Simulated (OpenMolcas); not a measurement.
# Single-point calculation of NF3 (part 1 of 2)

NF3, computed with CISD/STO-3G, RHF (OpenMolcas 26.06).

The geometry comes from this level: PBE0-D4/def2-TZVP.

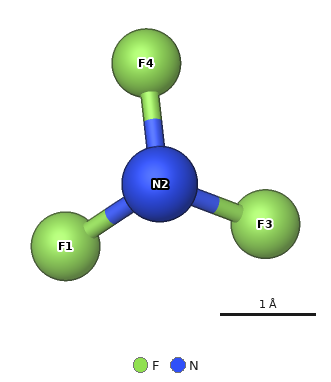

The structure as given in the input (ball-and-stick view, seen on its broad side; atoms are numbered from 1 in the order of the input). Bond lengths as drawn: F–N 1.36 Å.

### Key numbers

```tsv
quantity	value
outcome	converged
total energy	−347.885463 hartree
SCF energy	−347.752101 hartree
correlation energy	−0.133363 hartree
basis functions	20
HOMO of the SCF reference	−10.60 eV
LUMO of the SCF reference	12.82 eV
hardware	1 thread of Intel Xeon (Sapphire Rapids), 64 GiB of memory available, shared host
wall time	2 s
peak memory	0.37 GiB
```

### Input file
```
* F3N CISD

&GATEWAY
 BASLIB=$CurrDir
 COORD
 4
 angstrom
 F        0.614010       0.000340       1.066930
 N        0.353420      -0.074150      -0.266250
 F       -0.636280      -1.006490      -0.312240
 F       -0.331150       1.080310      -0.488440
 BASIS=STO-3G
 GROUP=NoSym

&SEWARD

&SCF
 THRESHOLDS=1e-10 1e-07 1e-07 1e-05
 PRORBITALS=1 1

&MOTRA
 FROZEN=4

&GUGA
 ELECTRONS=26
 SPIN=1
 INACTIVE=13
 ACTIVE=0
 CIALL=1

&CPF
 SDCI
```

Run as:
```bash
export MOLCAS_MEM=1860
pymolcas calc.inp > calc.log
```

### The program's output
```
--- Start Module: gateway ---

                                              &GATEWAY

                       available to each process: 1.9 GB of memory, 1 thread

 Basis Set     1 Label: F.STO-3G
 Basis set is read from library:.
 basistype.tbl is not found

 Basis Set     2 Label: N.STO-3G
 Basis set is read from library:.
 basistype.tbl is not found

 Basis Set     3 Label: F.STO-3G
 Basis set is read from library:.
 basistype.tbl is not found

++    Symmetry information:
      ---------------------

                    Character Table for C1

                             E
                    a        1  x, y, xy, Rz, z, xz, Ry, yz, Rx, I
--

++    Basis set information:
      ----------------------

      Basis set label: F.STO-3G.........

      Electronic valence basis set:
      ------------------
      Associated Effective Charge   9.000000 au
      Associated Actual Charge      9.000000 au
      Nuclear Model: Point charge

      Shell  nPrim  nBasis  Cartesian Spherical Contaminant
         s       6       2        X
         p       3       1        X

      Basis set label: N.STO-3G.........

      Electronic valence basis set:
      ------------------
      Associated Effective Charge   7.000000 au
      Associated Actual Charge      7.000000 au
      Nuclear Model: Point charge

      Shell  nPrim  nBasis  Cartesian Spherical Contaminant
         s       6       2        X
         p       3       1        X

      Basis set label: F.STO-3G.........

      Electronic valence basis set:
      ------------------
      Associated Effective Charge   9.000000 au
      Associated Actual Charge      9.000000 au
      Nuclear Model: Point charge

      Shell  nPrim  nBasis  Cartesian Spherical Contaminant
         s       6       2        X
         p       3       1        X
--

++    Molecular structure info:
      -------------------------

                    ************************************************
                    **** Cartesian Coordinates / bohr, angstrom ****
                    ************************************************

     Center  Label                x              y              z                     x              y              z
        1      F1               1.160311       0.000643       2.016205              0.614010       0.000340       1.066930
        2      N2               0.667867      -0.140123      -0.503140              0.353420      -0.074150      -0.266250
        3      F3              -1.202395      -1.901990      -0.590048             -0.636280      -1.006490      -0.312240
        4      F4              -0.625783       2.041490      -0.923018             -0.331150       1.080310      -0.488440

                    ***************************************
                    *    InterNuclear Distances / bohr    *
                    ***************************************

               1 F1            2 N2            3 F3            4 F4
    1 F1       0.000000
    2 N2       2.570878        0.000000
    3 F3       3.999368        2.570916        0.000000
    4 F4       3.999278        2.570849        3.999299        0.000000

                    *******************************************
                    *    InterNuclear Distances / angstrom    *
                    *******************************************

               1 F1            2 N2            3 F3            4 F4
    1 F1       0.000000
    2 N2       1.360450        0.000000
    3 F3       2.116375        1.360470        0.000000
    4 F4       2.116327        1.360435        2.116338        0.000000

                    **************************************
                    *    Valence Bond Angles / degree    *
                    **************************************
                          Atom centers                 Phi
                      1 F1       2 N2       3 F3       102.12
                      1 F1       2 N2       4 F4       102.12
                      3 F3       2 N2       4 F4       102.12
--

            Nuclear Potential Energy            134.27605955 au

--- Stop Module: gateway /rc=_RC_ALL_IS_WELL_ ---

--- Start Module: seward ---

                                              &SEWARD

                       available to each process: 1.9 GB of memory, 1 thread

               SEWARD will generate:
                  Multipole Moment integrals up to order  2
                  Kinetic Energy integrals
                  Nuclear Attraction integrals (point charge)
                  One-Electron Hamiltonian integrals
                  Velocity integrals
                  Orbital angular momentum around ( -0.0470   0.0099   0.0354 )
                  Velocity quadrupole around ( -0.0470   0.0099   0.0354 )
                  Two-Electron Repulsion integrals

                   Integrals are discarded if absolute value <: 1.00E-14
                   Integral cutoff threshold is set to       <: 1.00E-16

            Nuclear Potential Energy            134.27605955 au

      Basis set specifications :
      Symmetry species         a
      Basis functions           20

--- Stop Module: seward /rc=_RC_ALL_IS_WELL_ ---

--- Start Module: scf ---

                                                &SCF

                       available to each process: 1.9 GB of memory, 1 thread

++    Input section:
      --------------

      Header of the integral files:

      Cartesian coordinates in angstrom:
      -----------------------------------------------------
      No.  Label        X            Y            Z
      -----------------------------------------------------
       1   F1         0.61401000   0.00034000   1.06693000
       2   N2         0.35342000  -0.07415000  -0.26625000
       3   F3        -0.63628000  -1.00649000  -0.31224000
       4   F4        -0.33115000   1.08031000  -0.48844000
      -----------------------------------------------------
      Nuclear repulsion energy =  134.27605955
--

++    Orbital specifications:
      -----------------------

      Symmetry species               1
                                     a
      Frozen orbitals                0
      Occupied orbitals             17
      Secondary orbitals             3
      Deleted orbitals               0
      Total number of orbitals      20
      Number of basis functions     20
--

      Molecular charge                           0.000

++    Optimization specifications:
      ----------------------------

      SCF Algorithm: Conventional
      Minimized density differences are used
      Number of density matrices in core                 5
      Maximum number of NDDO SCF iterations            400
      Maximum number of HF SCF iterations              400
      Threshold for SCF energy change             1.00E-10
      Threshold for density matrix                1.00E-07
      Threshold for Fock matrix                   1.00E-07
      Threshold for linear dependence             1.00E-09
      Threshold at which DIIS is turned on        1.50E-01
      Maximum depth in the DIIS procedure                5
      Maximum depth in the BFGS Hessian update          30
      Threshold at which QNR/C2DIIS is turned on  7.50E-02
      Threshold for Norm(delta) (QNR/C2DIIS)      1.00E-05
      All orbitals punched on: SCFORB
--

      Input vectors read from INPORB
      Orbital file label: *Guess orbitals

++ Convergence information
                                   SCF        iterations: Energy and convergence statistics

Iter     Tot. SCF        One-elec.       Two-elec.     Energy      Max Dij or  Max Fij      DNorm      TNorm      AccCon     Time
         Energy          Energy          Energy        Change      Delta Norm                                                in Sec.
   1  -347.500437045  -754.520679793   272.744183200   0.00E+00    3.61E-01*   2.30E-01*    8.85E+00   7.39E+01   None         0.
   2  -347.730434160  -754.813206718   272.806713009  -2.30E-01*   1.14E-01*   6.47E-02*    1.67E+00   7.41E+01   EDIIS        0.
   3  -347.749789740  -754.899615048   272.873765760  -1.94E-02*   2.51E-02*   1.53E-02*    3.25E-01   7.40E+01   c2DIIS       0.
   4  -347.751908477  -754.907362869   272.879394843  -2.12E-03*   7.74E-03*   3.72E-03*    4.01E-02   7.40E+01   QNRc2DIIS    0.
   5  -347.752071831  -754.911716290   272.883584910  -1.63E-04*   5.14E-03*   1.85E-03*    5.30E-03   7.41E+01   QNRc2DIIS    0.
   6  -347.752100108  -754.912723439   272.884563782  -2.83E-05*   3.83E-04*   3.87E-04*    1.04E-03   7.41E+01   QNRc2DIIS    0.
   7  -347.752100568  -754.912109196   272.883949079  -4.60E-07*   1.79E-04*   7.00E-05*    1.54E-04   7.41E+01   QNRc2DIIS    0.
   8  -347.752100613  -754.911778039   272.883617877  -4.49E-08*   2.84E-05*   9.56E-06*    1.08E-04   7.41E+01   QNRc2DIIS    0.
   9  -347.752100614  -754.911824809   272.883664646  -1.00E-09*   3.97E-06    2.69E-06*    3.12E-05   7.41E+01   QNRc2DIIS    0.
  10  -347.752100614  -754.911823856   272.883663693  -3.58E-11    2.37E-06    9.23E-07*    3.37E-04   7.41E+01   QNRc2DIIS    0.
  11  -347.752100614  -754.911820554   272.883660391  -6.71E-12    6.45E-08    4.40E-08     4.86E-02   7.41E+01   QNRc2DIIS    0.

       Convergence after  11 Iterations
--

 *****************************************************************************************************************************
 *                                             SCF/KS-DFT Program, Final results                                             *
 *                                                       Final Results                                                       *
 *****************************************************************************************************************************

::    Total SCF energy                               -347.7521006144
      One-electron energy                            -754.9118205536
      Two-electron energy                             272.8836603908
      Nuclear repulsion energy                        134.2760595485
      Kinetic energy (interpolated)                   343.3354741467
      Virial theorem                                    1.0128638804
      Total spin, S(S+1)                                0.0000000000
      Total spin, S                                     0.0000000000
      Max non-diagonal density matrix element           0.0000000610
      Max non-diagonal Fock matrix element              0.0000000059

      All orbitals with orbital energies smaller than  E(LUMO)+0.5 are printed

++    Molecular orbitals:
      -------------------

      Title: SCF orbitals

      Molecular orbitals for symmetry species 1: a

          Orbital            1         2         3         4         5         6         7         8         9        10
          Energy          -26.0400  -26.0399  -26.0399  -15.5990   -1.6846   -1.5360   -1.5360   -0.9824   -0.6933   -0.6933
          Occ. No.          2.0000    2.0000    2.0000    2.0000    2.0000    2.0000    2.0000    2.0000    2.0000    2.0000

          Orbital           11        12        13        14        15        16        17        18        19        20
          Energy           -0.6911   -0.5622   -0.5622   -0.5231   -0.4998   -0.4998   -0.3897    0.4712    0.4713    0.4955
          Occ. No.          2.0000    2.0000    2.0000    2.0000    2.0000    2.0000    2.0000    0.0000    0.0000    0.0000

--

++    Molecular charges:
      ------------------

      Mulliken charges per centre and basis function type
      ---------------------------------------------------

                F1      N2      F3      F4
      1s       3.9549  3.6607  3.9549  3.9549
      2px      1.9526  1.2388  1.5401  1.7668
      2pz      1.1862  1.0657  1.9739  1.9547
      2py      1.9659  0.8562  1.5906  1.3831
      Total    9.0596  6.8213  9.0596  9.0596

      N-E     -0.0596  0.1787 -0.0596 -0.0596

      Total electronic charge=   34.000000

      Total            charge=   -0.000000
--

++    Molecular properties:
      ---------------------

      Charge (e):
                      =   -0.0000
      Dipole Moment (debye):
      Origin of the operator (angstrom)=   -0.0249    0.0052    0.0187
                   X= -3.0872E-01               Y=  6.4806E-02               Z=  2.3260E-01           Total=  3.9194E-01
      Quadrupole Moment (debye*angstrom):
      Origin of the operator (angstrom)=   -0.0249    0.0052    0.0187
                  XX= -1.7574E+01              XY=  4.3782E-02              XZ=  1.5712E-01              YY= -1.7375E+01
                  YZ= -3.2991E-02              ZZ= -1.7484E+01
      In traceless form (debye*angstrom)
                  XX= -1.4479E-01              XY=  6.5674E-02              XZ=  2.3568E-01              YY=  1.5429E-01
                  YZ= -4.9486E-02              ZZ= -9.4963E-03
--

--- Stop Module: scf /rc=_RC_ALL_IS_WELL_ ---

--- Start Module: motra ---

                                               &MOTRA

                       available to each process: 1.9 GB of memory, 1 thread

      *** WARNING: Default frozen orbitals is overwritten by user input.
      *** Default values:   4

      Header of the integral files:

      Header of MO coefficients source file:
      * SCF orbitals

      Cartesian coordinates in angstrom:
      -----------------------------------------------------
      No.  Label        X            Y            Z
      -----------------------------------------------------
       1   F1         0.61401000   0.00034000   1.06693000
       2   N2         0.35342000  -0.07415000  -0.26625000
       3   F3        -0.63628000  -1.00649000  -0.31224000
       4   F4        -0.33115000   1.08031000  -0.48844000
      -----------------------------------------------------
      Nuclear repulsion energy =  134.27605955

      Orbital specifications:
      -----------------------
```
